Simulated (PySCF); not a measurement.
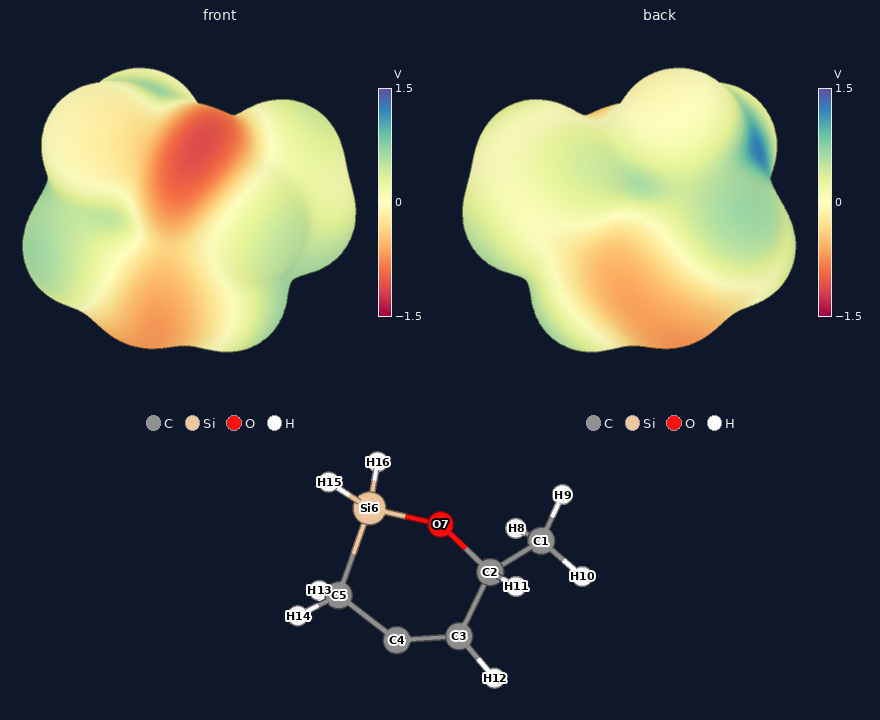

*C5H9OSi (doublet). The electrostatic potential painted on the density surface at 0.001 e/bohr³, seen from the front and from behind; red is negative and blue positive. The bare structure is drawn below in the same view.*

Geometry: GFN2-xTB.

Level of theory: PySCF 2.14.0, density-fitted response routines, UKS B3LYP, pcH-1 on C H O Si, non-relativistic, mean-field spin-orbit, GIAO.

```xyz
16

C    -1.9831    0.2712    0.5738
C    -1.0554   -0.2385   -0.5273
C    -0.2563   -1.4423   -0.0168
C     1.0133   -1.4045    0.2425
C     2.0652   -0.4188    0.1552
Si    1.2217    1.2328   -0.4162
O    -0.2254    0.7901   -0.9855
H    -1.3927    0.5554    1.4422
H    -2.5318    1.1420    0.2212
H    -2.6885   -0.5040    0.8609
H    -1.6500   -0.5592   -1.3945
H    -0.8591   -2.3282    0.1227
H     2.5613   -0.2972    1.1190
H     2.8213   -0.7392   -0.5636
H     1.8294    1.8311   -1.5933
H     1.1225    2.1183    0.7483
```

**Which sites attract a positive test charge, and which a negative one?**

A positive charge is drawn to the negative regions and a negative charge to the positive ones. The most negative region (about −1.1 V) lies over O7, the most positive (about +1.2 V) over Si6. O7 is the likeliest acceptor of a hydrogen bond.
